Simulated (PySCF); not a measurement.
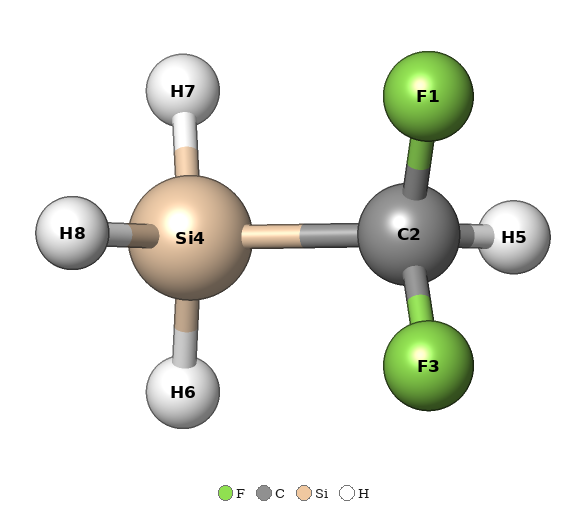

The geometry was computed by an optimisation with GFN2-xTB. No frequency run is at hand to confirm it as a minimum. Properties computed with delta-SCF UKS SCAN, pcX-2 on the ionised atom, pcseg-1 elsewhere, spin-free X2C (PySCF 2.14.0).

Give the core-electron binding energies (to vacuum; p and d levels without spin–orbit splitting) of F1 1s, C2 1s, Si4 1s, Si4 2p.

```json
{"atom": "F1", "level": "1s", "binding energy (eV)": "693.0"}
{"atom": "C2", "level": "1s", "binding energy (eV)": "295.0"}
{"atom": "Si4", "level": "1s", "binding energy (eV)": "1847.1"}
{"atom": "Si4", "level": "2p", "binding energy (eV)": "107.6"}
```

The geometry is semi-empirical. Around Si such bond lengths and angles can be off by a tenth of an ångström or more and by several degrees, and values that hang on the shape move with them.
